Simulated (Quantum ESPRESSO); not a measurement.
# Energy and gap at +3 % biaxial strain: honeycomb AsN, 1 layer

**Set-up.** Quantum ESPRESSO 7.5 driven by ASE, PBE, GBRV ultrasoft, ESM (bc1); atomic heights clamped; cell area 7.619 Å² at zero strain.

| strain (%) | energy (meV a cell) | gap on the mesh (eV) |
| --- | --- | --- |
| −3 | 94.87 | 2.113 |
| −1.5 | 29.33 | 2.031 |
| 0 | 0.00 | 1.952 |
| +1.5 | 2.28 | 1.861 |

One more run was made and is withheld. What are energy and gap at +3 %, and how stiff is the sheet?

By hand: About zero, E'' = (29.33 + 2.28 − 2 × 0.00)/1.5² = 14.05 meV per %² and E' = (2.28 − 29.33)/3 = −9.02 meV per %. With E = A K ε², where K = (C11 + C22)/2 + C12 (C11 + C12 for a hexagonal sheet), K = 14.05 × 10/(2 × 7.619) × 16.02 = 148 N/m. The parabola gives E(+3 %) = 0.00 + 3 × (−9.02) + 4.5 × 14.05 = 36.2 meV. Continuing the last slope, the gap is 2 × 1.861 − 1.952 = 1.770 eV.

**Check.** E = 32.1 meV and the gap 1.777 eV. The parabola misses by +4.0 meV, too high, since bonds soften under tension. The gap's line misses by −0.007 eV.

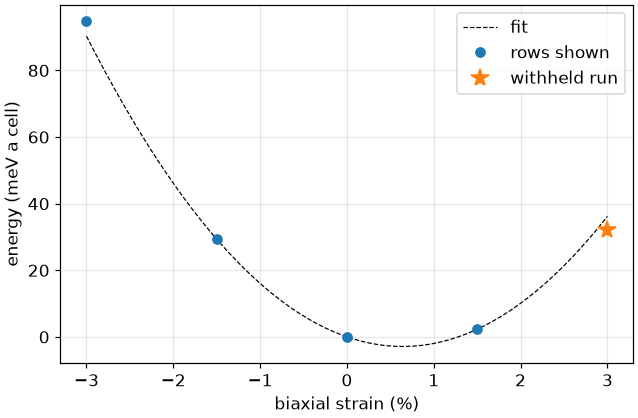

The rows shown, the fit and the withheld run.

**Limits.** Clamped heights stiffen sheets with several planes. Semilocal gap, no spin-orbit coupling.
